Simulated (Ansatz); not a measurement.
A computed series for ZrB2: pressure series

The reference is ZrB$_{2}$ (space group P6/mmm, No. 191; a = 3.171 Å, c = 3.541 Å).

Cell and atoms are relaxed at each pressure.

Method: Ansatz (an electronic-structure program), PBE, PAW, cutoff 420 eV, scalar-relativistic without spin-orbit coupling.

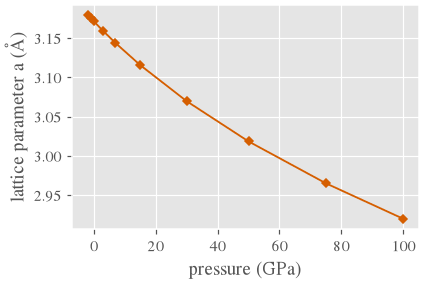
Fig. 1. Lattice parameter a against pressure

Question: From the plot, what is the lattice parameter a for pressure 15 GPa?

Answer: About 3.12 Å.

Question: Is the trend monotonic over the range shown?

Answer: Yes, it falls throughout, spanning 2.920 Å to 3.180 Å.

Load acts through the strain it causes; cell and atoms are relaxed under it. Stability against distortions was not tested. No other phases were tried under pressure. The final runs are not spin-polarised.
